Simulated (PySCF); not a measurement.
SMILES C(C[O])CC, doublet at its B3LYP/def2-SVP optimised geometry (Å):

```
14

C      1.8867     0.5002     1.1529
C      0.3633     0.3851     1.2047
C     -0.2388    -0.3427     0.0000
C     -1.7710    -0.3427     0.0000
O     -2.3661     0.8781     0.0000
H      2.3661    -0.4928     1.1174
H      2.2155     1.0564     0.2591
H      2.2811     1.0278     2.0360
H     -0.0904     1.3892     1.2598
H      0.0617    -0.1374     2.1316
H      0.1053     0.1360    -0.9347
H      0.1150    -1.3892    -0.0383
H     -2.1882    -0.9726    -0.8219
H     -2.1580    -0.8530     0.9209
```

Method: unrestricted B3LYP/def2-TZVP (PySCF). Cells within 0.4 Å of a nucleus heavier than hydrogen are left out (blank, or x).

Map of the log10 of the electron density (e/bohr³), floored at −4 on the plane z = 0.0 Å:

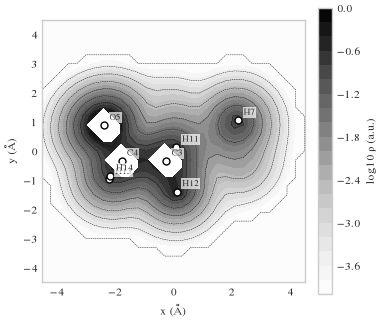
Figure: Log10 of the electron density (e/bohr³), floored at −4 on the plane z = 0.0 Å.
